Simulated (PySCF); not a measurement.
# C₄H₁₁BO₃Si₂: what the fields show

```yaml
atoms:
  - { symbol: C, position_ang: [1.9095, 0.3924, 2.1272] }
  - { symbol: C, position_ang: [1.6903, 1.0133, 0.9776] }
  - { symbol: Si, position_ang: [1.0203, 0.1855, -0.5904] }
  - { symbol: B, position_ang: [0.5118, -1.7148, -0.4163] }
  - { symbol: O, position_ang: [0.8125, -2.4104, 0.7061] }
  - { symbol: O, position_ang: [-0.1601, -2.2701, -1.4518] }
  - { symbol: C, position_ang: [-0.5129, 1.2290, -1.0728] }
  - { symbol: C, position_ang: [-0.5104, 2.1122, -2.0663] }
  - { symbol: O, position_ang: [-1.6667, 1.0853, -0.3607] }
  - { symbol: Si, position_ang: [-2.3430, -0.0066, 0.6049] }
  - { symbol: H, position_ang: [1.7310, -0.6651, 2.2337] }
  - { symbol: H, position_ang: [2.2782, 0.8999, 3.0070] }
  - { symbol: H, position_ang: [1.8881, 2.0779, 0.9226] }
  - { symbol: H, position_ang: [1.9842, 0.5113, -1.6681] }
  - { symbol: H, position_ang: [0.5185, -3.3238, 0.7616] }
  - { symbol: H, position_ang: [-0.4390, -3.1870, -1.3780] }
  - { symbol: H, position_ang: [-1.3871, 2.6857, -2.3225] }
  - { symbol: H, position_ang: [0.3776, 2.2773, -2.6449] }
  - { symbol: H, position_ang: [-3.5070, 0.7429, 1.0577] }
  - { symbol: H, position_ang: [-1.4731, -0.4082, 1.7151] }
  - { symbol: H, position_ang: [-2.7316, -1.2097, -0.1424] }
```

Geometry: GFN2-xTB.

The calculation used PBE0/pcSseg-1, SCF density, gas phase, non-relativistic in PySCF 2.14.0.

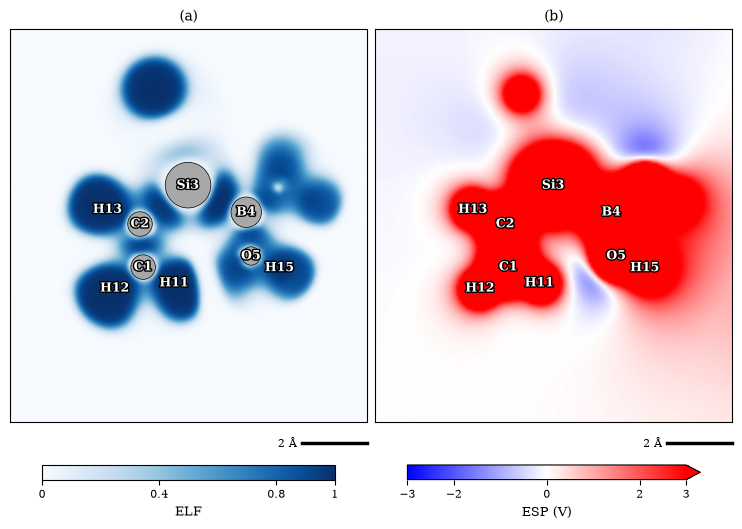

Figure 1. (a) electron localisation function; (b) electrostatic potential on the plane of atoms C1, C2 and Si3. Grey discs cover the atomic cores in the ELF map.

Q: What does the map show?

A:
- Atoms in the plane: C, Si, B, O and H.
- C–C (1.32 Å): the ELF peaks at about 0.90 between the atoms; a short, multiple covalent bond.
- B–O (1.35 Å): the ELF peaks at about 0.90 between the atoms: a short, strongly polar bond.
- C–Si (1.90 Å): the ELF peaks at about 0.95 between the atoms: a shared electron pair.
- Si–B (1.97 Å): the ELF peaks at about 1 between the atoms: a covalent bond.
- O–H (0.96 Å): the ELF climbs to about 1 towards the hydrogen, as it does in any bond to H: an ordinary covalent bond to hydrogen.
- The ELF also peaks beside O5 and O6, away from the bonds: lone-pair regions.
- Outside the dense part of the molecule the potential is most negative (−1.5 V) near O6, which lies off the plane.

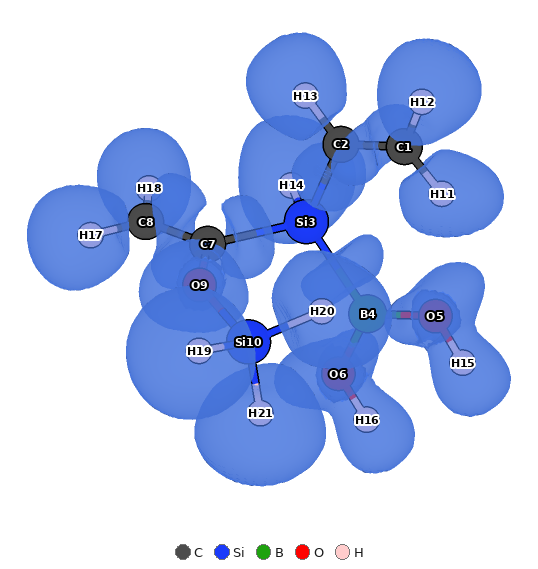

Figure 2. Isosurface of the ELF at 0.75 (blue), seen at a tilt. Core shells and regions of very low density are left out.

Q: What do the ELF domains correspond to?

A: The ELF exceeds this value in one region between bonded B–Si atoms (shared pairs), two regions between bonded C–C atoms (shared pairs), two regions between bonded C–Si atoms (shared pairs), nine regions around hydrogen nuclei, one region on O in which the atom's valence shell and bonds are merged and two joined regions spread over several atoms (H, O), in which their bonds and any lone pairs are merged.

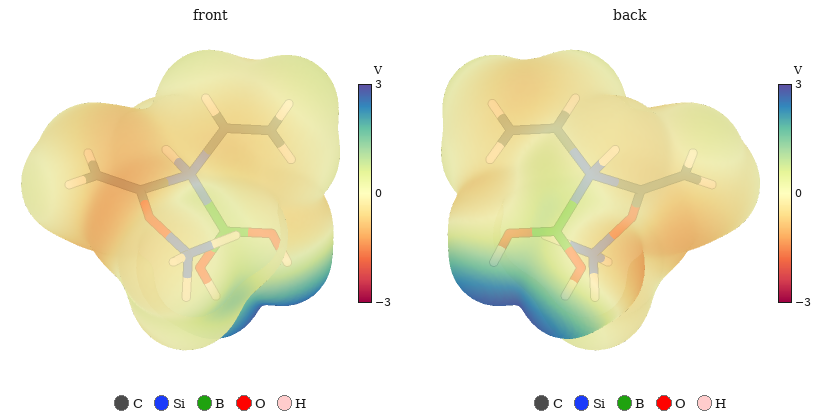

Figure 3. The molecular electrostatic potential painted on the density surface at 0.001 e/bohr³, seen from the front and from behind; red is negative and blue positive.

Q: Which sites attract a positive test charge, and which a negative one?

A: A positive charge is drawn to the negative regions and a negative charge to the positive ones. The most negative region (about −1.1 V) lies over O6 and O9, the most positive (about +2.8 V) over H15 and H16.
